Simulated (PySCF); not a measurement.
# C₄H₇Si (SMILES [SiH3]C1=C[CH]C1) (doublet): what the fields show

```xyz
12

Si    1.9507   -0.1537   -0.2427
C     0.1412   -0.0666    0.1330
C    -0.7137   -0.4466    1.1822
C    -1.8474    0.0232    0.5669
C    -1.0590    0.4877   -0.6358
H     2.4815    1.2000   -0.4454
H     2.6314   -0.7984    0.8796
H     2.1669   -0.9233   -1.4741
H    -0.5321   -0.9316    2.1251
H    -2.8920    0.0638    0.8095
H    -1.2828   -0.0196   -1.5744
H    -1.0435    1.5644   -0.8059
```

Geometry: GFN2-xTB.

Computed with UKS B3LYP, pcH-1 on C H Si, non-relativistic, mean-field spin-orbit, GIAO (PySCF).

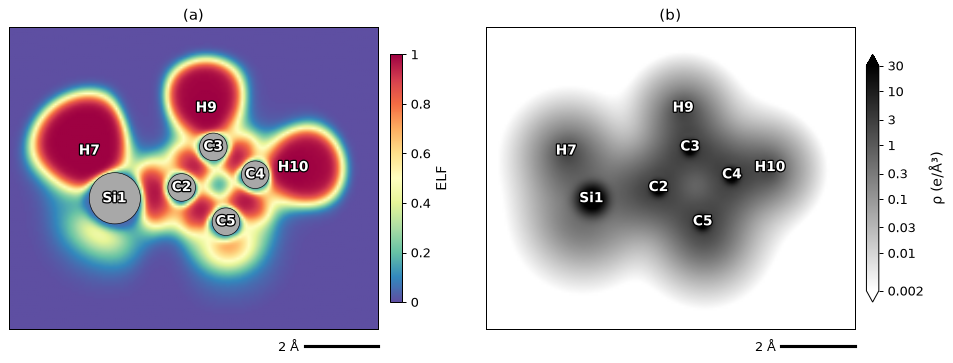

Figure 1. (a) electron localisation function; (b) total electron density on the plane of atoms Si1, C2 and C5. Grey discs cover the atomic cores in the ELF map.

What do the fields say about this system?

- The section cuts through Si, C and H sites.
- C–C (1.37 Å): ρ is about 2.2 e/Å³ halfway; the ELF peaks at about 0.95 between the atoms; localised, covalent bonding.
- C–Si (1.85 Å): the density is about 0.97 e/Å³ at the midpoint; the ELF peaks at about 0.95 between the atoms (a covalent bond).
- C–H (1.07 Å): ρ at the midpoint is about 2 e/Å³; the ELF climbs to about 1 towards the hydrogen, as it does in any bond to H; a covalent bond by its length.
- C–C (1.51 Å): the density is about 1.7 e/Å³ at the midpoint; the ELF peaks at about 0.95 between the atoms; localised, covalent bonding.
- Si–H (1.46 Å): ρ at the midpoint is about 0.82 e/Å³; the ELF climbs to about 1 towards the hydrogen.

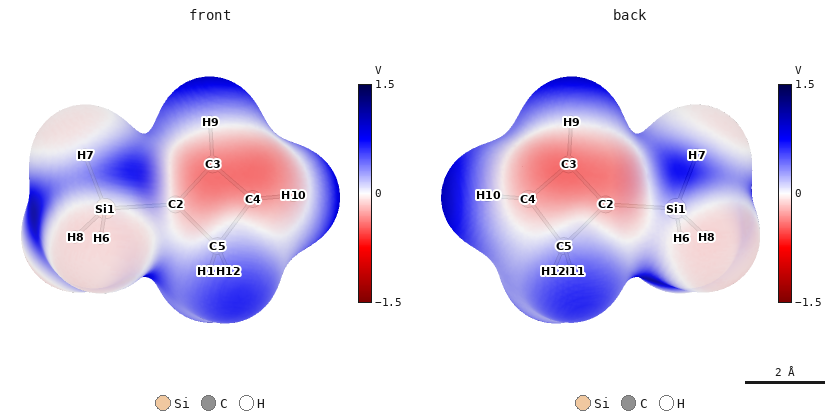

Figure 2. The electrostatic potential painted on the density surface at 0.002 e/bohr³, seen from the front and from behind; the colour scale runs from red (negative) to blue (positive).

Where is the surface potential most negative and most positive?

The most negative region (about −0.4 V, or −9 kcal/mol for a unit charge) lies over the π face of C2, C3 and C4, the most positive (about +1.0 V, or +23 kcal/mol for a unit charge) over Si1.
